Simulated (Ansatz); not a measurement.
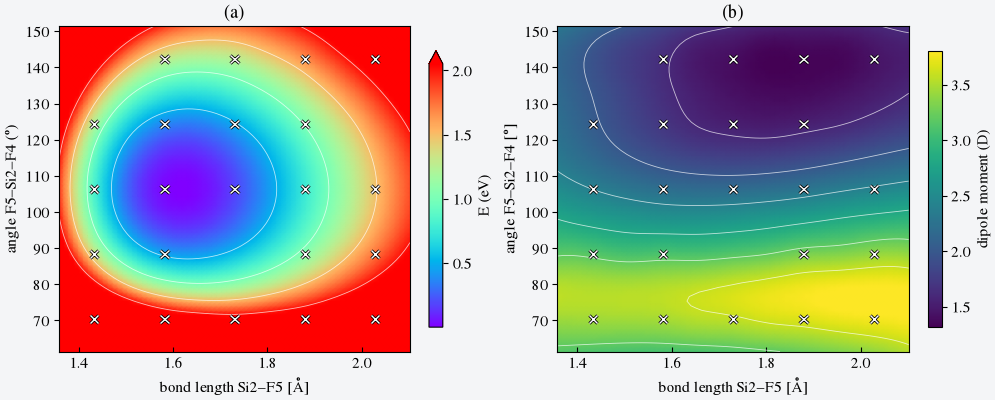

F2HO2Si, SMILES [O][Si](O)(F)F, spin multiplicity 2. The first coordinate is: bond length Si2–F5; the second: angle F5–Si2–F4. Nothing is relaxed (all other coordinates rigid). The scan uses an 11 × 11 grid. At 22 points there is no value. Points are written as (first, second). Energies: eV, counted from the relaxed molecule at the same level. The calculation used UKS PBE-D4/def2-SVP (Ansatz).

Panel (a) is the energy and panel (b) the computed dipole moment on the same grid.

In the figure: a smooth colour map with a few white contour lines, crosses at grid points without a value, one colour for all values above the top of the scale. Between grid points the surface is interpolated.

### How does the dipole moment vary over the map, and what is it at the lowest grid point?

Leaving out the highest fifth of the energies, it runs from 1.32 D at (1.805 Å, 142.4°) to 3.81 D at (2.028 Å, 79.4°). At the lowest grid point, (1.656 Å, 106.4°), it is 2.18 D.

```
angle F5–Si2–F4 ↓, bond length Si2–F5 →  1.358  1.433  1.507  1.582  1.656  1.730  1.805  1.879  1.954  2.028  2.102
                                  151.4   2.32   2.14   1.98   1.82   1.70   1.60   1.54   1.52   1.54   1.59   1.66
                                  142.4   2.14   1.95   1.77      –   1.47      –   1.32      –   1.35      –   1.51
                                  133.4   2.18   1.99   1.81   1.64   1.51   1.42   1.37   1.38   1.42   1.50   1.59
                                  124.4   2.23      –   1.86      –   1.59      –   1.49      –   1.59   1.67   1.77
                                  115.4   2.32   2.16   2.01   1.89   1.81   1.78   1.79   1.84   1.92   2.00   2.09
                                  106.4   2.53      –   2.29      –   2.18      –   2.21      –   2.36      –   2.50
                                   97.4   2.82   2.73   2.66   2.63   2.62   2.65   2.70   2.77   2.84   2.91   2.96
                                   88.4   3.17      –   3.08      –   3.09   3.14   3.20      –   3.34      –   3.40
                                   79.4   3.54   3.51   3.50   3.52   3.56   3.62   3.69   3.75   3.79   3.81   3.80
                                   70.4   3.45      –   3.46      –   3.54      –   3.64      –   3.74      –   3.81
                                   61.4   3.15   3.11   3.09   3.08   3.09   3.13   3.18   3.25   3.32   3.40   3.53
```
